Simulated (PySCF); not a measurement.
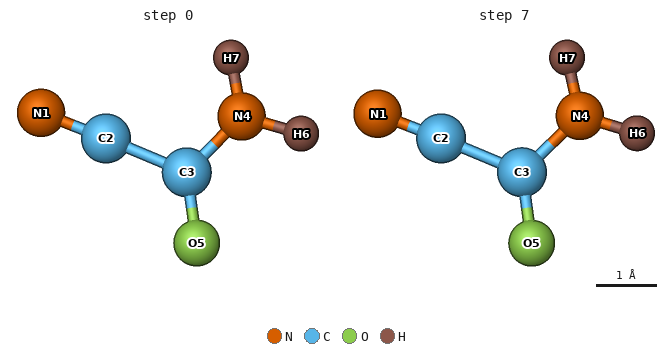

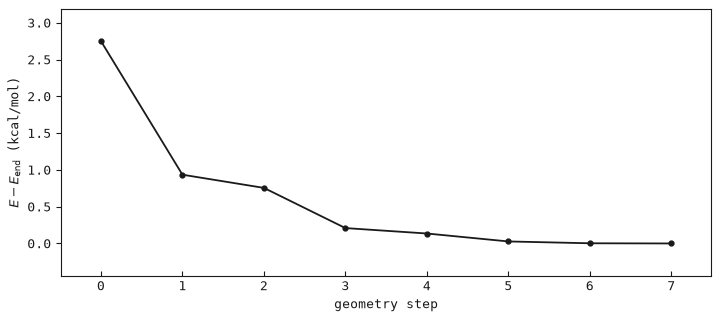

First and last geometry of a relaxation of C₂H₂N₂O, with the history of the run. The picture is a ball-and-stick view, seen face on.

The start comes from GFN2-xTB. Its atoms were then displaced at random by about 0.01 Å.

Theory: PBE0-D3(BJ)/def2-TZVP geometry optimisation, gas phase in PySCF. 

### What do the curves and the structures tell?

It converged. Over 7 geometry steps the energy falls by 2.75 kcal/mol. The largest move after the best rigid fit is that of N4, 0.038 Å. By element the largest moves are N 0.038 Å, O 0.018 Å, C 0.015 Å, H 0.007 Å. Near-neighbour distances that change, for instance: C3–N4 1.306 → 1.347 Å, N4–H6 1.042 → 1.006 Å, N1–C2 1.175 → 1.149 Å. Bond angles that change, for instance: C3–N4–H7 124.9° → 121.6°, H6–N4–H7 116.9° → 119.9°.
